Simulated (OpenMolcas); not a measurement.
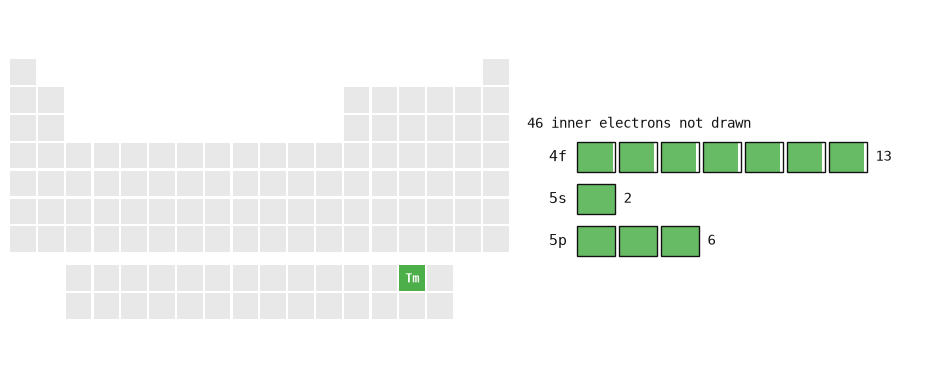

Fig. 1: Left, the place of thulium in the periodic table; right, the outer shells of the leading configuration of the lowest level: a box for each of the 2l + 1 orbitals, shaded by the share of the shell that is filled, with the electron count at the right.

**Multiconfigurational calculation for Tm²⁺ complex**

- system: Tm²⁺ with 6 ligands (F; octahedron, 2.34 Å), neutralised by 6 outer point charges of +0.67 e, whose field is part of the energies.
- method: state-averaged CASSCF, active space 13 electrons in the shell 4f, basis ANO-RCC-VDZP on the metal and ANO-RCC-VDZP on the ligands, DKH2 scalar Hamiltonian, spin-orbit coupling by RASSI with atomic mean-field integrals (OpenMolcas)

**Key numbers**

| quantity | value |
| --- | --- |
| outcome | converged |
| energy of the lowest spin-free term | −14153.23775 hartree |
| energy of the lowest spin-orbit level | −14153.25497 hartree |
| largest spread among components of a term | 0.0 cm⁻¹ |
| hardware | 1 thread of Arm Neoverse V1, 24 GiB of memory available, shared host |
| wall time | 27 s |
| peak memory | 0.6 GiB |

**Remarks**

Without dynamic correlation the splittings between terms come out too large, often by 20 to 50 %. Limits: distances are set from ionic radii, not optimised.

**Input file**
```
&GATEWAY
Coord
7

Tm 0.0 0.0 0.0
F 2.340000 0.000000 0.000000
F 0.000000 2.340000 0.000000
F -2.340000 0.000000 0.000000
F 0.000000 -2.340000 0.000000
F 0.000000 0.000000 2.340000
F 0.000000 0.000000 -2.340000
Basis=Tm.ANO-RCC-VDZP,F.ANO-RCC-VDZP
Group=XYZ
NoMove
AngMom=0.0 0.0 0.0
AMFI
RICD
XField
3 Angstrom 0
5.540000 0.000000 0.000000 0.666667
0.000000 5.540000 0.000000 0.666667
0.000000 0.000000 5.540000 0.666667
&SEWARD
&RASSCF
FileOrb=start.orb
Symmetry=2
Spin=2
nActEl=13 0 0
Inactive=30 27
Ras2=0 7
CIRoot=7 7 1
SDav=7
CIMx=300
Iter=150 100
PrWF=0.3
OrbListing=Nothing
MaxOrb=0
LevShft=1.0
>>> COPY $Project.JobIph JOB001
&RASSI
NrOfJobIphs=1 7
1 2 3 4 5 6 7
IphNames
JOB001
EJob
SpinOrbit
DIPRint=1.0
SOCoupling=1000.0
Subsets=2
Property=9
'ANGMOM' 1 'ANGMOM' 2 'ANGMOM' 3 'MLTPL  1' 1 'MLTPL  1' 2 'MLTPL  1' 3
'AMFI' 1 'AMFI' 2 'AMFI' 3
SOProperty=3
'ANGMOM' 1 'ANGMOM' 2 'ANGMOM' 3
```

The file start.orb holds starting orbitals from an earlier step. A driver script formed the levels outside the program, from RASSI's spin-orbit matrix and the active-space energies, averaged over the components of each term or state.

Command:
```bash
OMP_NUM_THREADS=1 MOLCAS_MEM=2457 MOLCAS_PROJECT=a pymolcas a.inp > a.log  # once for each step of the input, in one work folder
```

**The program's output (extracts)**
```
--- SEWARD ---
Basis set label: TM.ANO-RCC...7S6P4D2F1G.

      Electronic valence basis set:
      ------------------
      Associated Effective Charge  69.000000 au
      Associated Actual Charge     69.000000 au
      Nuclear Model: Point charge

      Shell  nPrim  nBasis  Cartesian Spherical Contaminant
         s      25       7        X
         p      22       6        X
         d      15       4                 X
         f      11       2                 X
         g       4       1                 X
                  Relativistic Douglas-Kroll-Hess integrals:
                    - DKH order of Hamiltonian: 2
                    - DKH order of Properties : 0
                  Atomic mean-field integrals
--- RASSCF ---
Wave function specifications:
      -----------------------------

      Number of closed shell electrons         114
      Number of electrons in active shells      13
      Max number of holes in RAS1 space          0
      Max nr of electrons in RAS3 space          0
      Number of inactive orbitals               57
      Number of active orbitals                  7
      Number of secondary orbitals              88
      Spin quantum number                      0.5
      State symmetry                             2
Orbital specifications:
      -----------------------

      Symmetry species                           1   2
                                                ag  au
      Frozen orbitals                            0   0
      Inactive orbitals                         30  27
      Active orbitals                            0   7
      RAS1 orbitals                              0   0
      RAS2 orbitals                              0   7
      RAS3 orbitals                              0   0
      Secondary orbitals                        48  40
      Deleted orbitals                           0   0
      Number of basis functions                 78  74
      Number of CSFs                             7
      Number of root(s) required                 7
      Iter CI   SX   CI       RASSCF       Energy    max ROT     max BLB   max BLB  Level Ln srch  Step   QN
          iter iter root      energy       change     param      element    value   shift minimum  type update
 Nr of preliminary CI iterations:   1
      Total energies have been shifted. Add               -14000.00 au
        1   1   11    0  -152.47926145    0.00E+00  -6.57E-02   27  69 2 -3.70E-01*  0.86   0.00    SX    NO
        2   1   11    0  -153.18792139   -7.09E-01* -2.02E-02   31  38 2  9.62E-02*  0.83   0.00    SX    NO
        3   1   11    0  -153.22347121   -3.55E-02*  1.31E-02   29  36 2 -9.55E-02*  0.66   0.00    SX    NO
        4   1   10    0  -153.22836032   -4.89E-03* -1.33E-02   31  38 2  1.02E-01*  0.79   0.00    SX    NO
        5   1   11    0  -153.22977784   -1.42E-03* -1.27E-02   31  38 2 -1.01E-01*  0.65   0.53    SX   YES
        6   1   10    0  -153.23125666   -1.48E-03*  1.14E-02   31  38 2  9.31E-02*  0.78   0.53    SX   YES
        7   1   11    0  -153.23272094   -1.46E-03*  1.03E-02   31  38 2 -8.02E-02*  0.66   0.54    SX   YES
        8   1   10    0  -153.23322772   -5.07E-04*  9.50E-03   31  38 2  7.64E-02*  0.77   0.52    SX   YES
        9   1   10    0  -153.23393976   -7.12E-04* -8.79E-03   31  38 2 -6.82E-02*  0.67   0.53    SX   YES
       10   1   10    0  -153.23417974   -2.40E-04* -8.28E-03   31  38 2  6.60E-02*  0.76   0.51    SX   YES
        ...
       33   1    9    0  -153.23672948   -6.32E-04*  9.09E-04   31  38 2 -1.37E-02*  0.71   0.72    QN   YES
       34   1    6    0  -153.23684567   -1.16E-04* -1.10E-05   33  40 2  1.35E-04*  0.72   0.99    QN   YES
       35   1    5    0  -153.23684564    3.02E-08* -6.99E-06   31  44 2 -1.78E-05   0.72   0.09    LS   YES
       36   1    6    0  -153.23684563    7.75E-09  -1.15E-05   33  40 2  8.73E-05   0.72  -0.07    QN   YES
      Convergence after 36 iterations
       37   1    6    0  -153.23684564   -8.08E-09  -1.15E-05   31  38 2  2.16E-05   0.72  -0.07    QN   YES
      Natural orbitals and occupation numbers for root  1
      sym 2:   2.000000   2.000000   2.000000   1.000000   2.000000   2.000000   2.000000
      Natural orbitals and occupation numbers for root  2
      sym 2:   2.000000   2.000000   1.000000   2.000000   2.000000   2.000000   2.000000
      Natural orbitals and occupation numbers for root  3
      sym 2:   2.000000   2.000000   2.000000   2.000000   1.000000   2.000000   2.000000
::    RASSCF root number  1 Total energy: -14153.23775095
::    RASSCF root number  2 Total energy: -14153.23775095
::    RASSCF root number  3 Total energy: -14153.23775095
::    RASSCF root number  4 Total energy: -14153.23637025
::    RASSCF root number  5 Total energy: -14153.23637025
::    RASSCF root number  6 Total energy: -14153.23637025
::    RASSCF root number  7 Total energy: -14153.23555587
--- RASSI ---
SPIN-FREE ENERGIES:
  (Shifted by EMIN (a.u.) =     -14153.2377509529)

 SF State       Relative EMIN(au)   Rel lowest level(eV)    D:o, cm**(-1)

     1             0.0000000000        0.0000000000              0.0000
     2             0.0000000000        0.0000000000              0.0000
     3             0.0000000000        0.0000000000              0.0000
     4             0.0013806969        0.0375706777            303.0280
     5             0.0013806969        0.0375706777            303.0280
     6             0.0013806969        0.0375706777            303.0280
     7             0.0021950775        0.0597311010            481.7638
     Dipole printing threshold changed to   1.00000000E+00
Eigenvalues of complex Hamiltonian:
   -----------------------------------
  (Shifted by EMIN (a.u.) =     -14153.2377509529)

 SO State       Relative EMIN(au)   Rel lowest level(eV)    D:o, cm**(-1)

     1            -0.0172163167        0.0000000000              0.0000
     2            -0.0172163167        0.0000000000              0.0000
     3            -0.0163442058        0.0237313457            191.4062
     4            -0.0163442058        0.0237313457            191.4062
     5            -0.0163442057        0.0237313491            191.4062
     6            -0.0163442057        0.0237313491            191.4062
     7            -0.0153409549        0.0510311937            411.5943
     8            -0.0153409549        0.0510311937            411.5943
     9             0.0234667364        1.1070422728           8928.8981
    10             0.0234667364        1.1070422728           8928.8981
    11             0.0234667363        1.1070422706           8928.8981
    12             0.0234667363        1.1070422706           8928.8981
    13             0.0246493787        1.1392236090           9188.4581
    14             0.0246493787        1.1392236090           9188.4581
Weights of the five most important spin-orbit-free states for each spin-orbit state.

 SO State  Total energy (au)           Spin-free states, spin, and weights
 -------------------------------------------------------------------------------------------------------
    1        -0.017216       1 0.5  0.3333    2 0.5  0.3333    3 0.5  0.3333    5 0.5  0.0000    4 0.5  0.0000
    2        -0.017216       1 0.5  0.3333    2 0.5  0.3333    3 0.5  0.3333    5 0.5  0.0000    4 0.5  0.0000
    3        -0.016344       5 0.5  0.3250    6 0.5  0.3010    3 0.5  0.2485    1 0.5  0.0695    2 0.5  0.0552
    4        -0.016344       5 0.5  0.3256    6 0.5  0.3004    3 0.5  0.2485    1 0.5  0.0699    2 0.5  0.0548
    5        -0.016344       4 0.5  0.4171    2 0.5  0.1940    1 0.5  0.1789    6 0.5  0.1174    5 0.5  0.0923
    6        -0.016344       4 0.5  0.4171    2 0.5  0.1936    1 0.5  0.1793    6 0.5  0.1168    5 0.5  0.0929
    7        -0.015341       7 0.5  0.5615    6 0.5  0.1462    5 0.5  0.1462    4 0.5  0.1462    1 0.5  0.0000
    8        -0.015341       7 0.5  0.5615    6 0.5  0.1462    5 0.5  0.1462    4 0.5  0.1462    1 0.5  0.0000
    9         0.023467       3 0.5  0.4168    5 0.5  0.1965    6 0.5  0.1759    1 0.5  0.1223    2 0.5  0.0877
   10         0.023467       3 0.5  0.4167    5 0.5  0.1966    6 0.5  0.1759    1 0.5  0.1224    2 0.5  0.0876
   11         0.023467       2 0.5  0.3302    1 0.5  0.2955    4 0.5  0.2481    6 0.5  0.0729    5 0.5  0.0523
   12         0.023467       2 0.5  0.3303    1 0.5  0.2954    4 0.5  0.2481    6 0.5  0.0730    5 0.5  0.0522
```

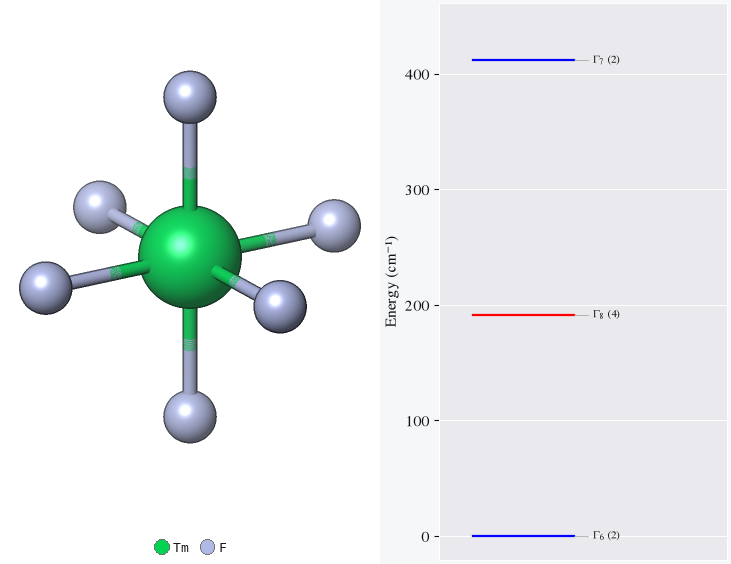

Fig. 2: Tm²⁺ (4f¹³) with 6 ligands, F⁻, at 2.34 Å (arrangement: octahedron, Oh), neutralised by outer point charges of +0.67 e, and its levels. Labels give the representation in O, Td, D4 or D3 as the site allows (double group for half-integer spin) where it could be assigned and, in brackets, the degeneracy; spin-free states, where drawn, share the zero of the spin-orbit levels. The ground level is Γ₆, a Kramers doublet, 100 % from states of spin multiplicity 2. Its principal g values are 2.66, 2.66 and 2.66, isotropic. The next level lies at 191 cm⁻¹ (Γ₈). The lowest J multiplet spreads over 412 cm⁻¹. The active orbitals hold 100 % metal character (Löwdin), and the Mulliken charge of the metal is +1.80.
